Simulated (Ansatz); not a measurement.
The figure comes from a scan of Au (fcc, Cu type): a phonon pattern at L = (0.5, 0.0, 0.0) is frozen into a 2-atom cell, Q being the largest atomic displacement. All values below come from r2SCAN (plane waves to 500 eV, PAW, scalar-relativistic; Ansatz, a quantum-chemistry and plane-wave program). k mesh 19×19×19 (Γ-centred), Fermi-Dirac smearing 0.05 eV. The energy includes the smearing's −TS. With partly filled bands, energies and forces of such displacements shift with the k mesh and the smearing. Au was relaxed with its symmetry unable to fall. Spin-orbit coupling is left out, though Au is heavy. The zero of ΔE is the undisplaced structure.

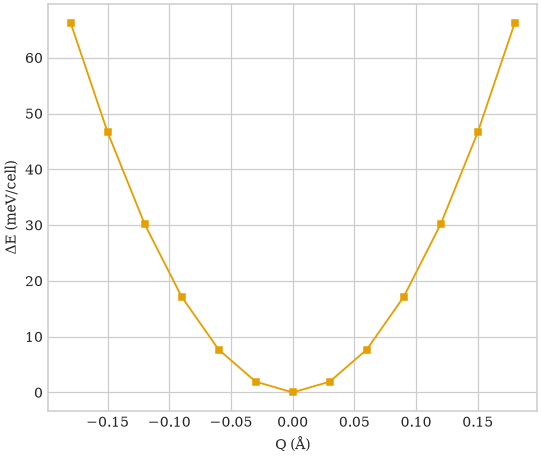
ΔE (meV/cell) against Q (Å); one marker a computed point.

Question: List the plotted points as numbers.

Answer: To the nearest 1:

```tsv
Q (Å)	ΔE (meV/cell)
-0.180	66
-0.150	47
-0.120	30
-0.090	17
-0.060	8
-0.030	2
0.000	0
0.030	2
0.060	8
0.090	17
0.120	30
0.150	47
0.180	66
```

(For displaced atoms, the force is minus the slope of the energy, and its curvature is a force constant, which sets phonon frequencies.)
